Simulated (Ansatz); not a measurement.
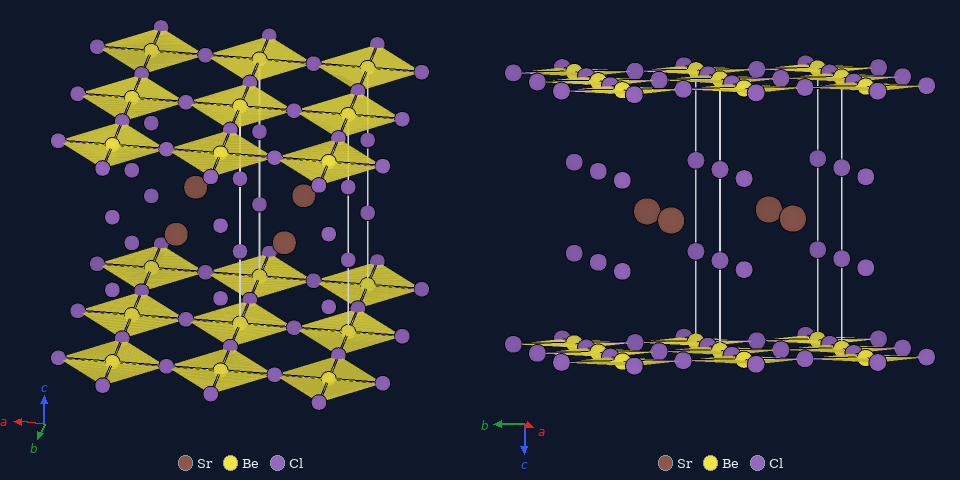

Polyhedra are drawn about Be (bonds: Be–Cl below 2.3 Å); other atoms are plain spheres. Two views of the same piece.

SrBeCl₄ (space group P4/mmm, No. 123): the input geometry of an electronic-structure calculation (not necessarily at equilibrium); the starting structure was generated, so it need not be a known form of this composition.

Question: What figure surrounds each Be atom, and what does it share with the other drawn polyhedra?

Answer: Be: BeCl4 square, sharing corners with four neighbours.

Question: How do these polyhedra hang together as a whole?

Answer: They form layers of corner-sharing squares parallel to (001).

Question: How far apart are the centres of linked polyhedra?

Answer: Centre to centre across a shared corner: 4.16 Å.
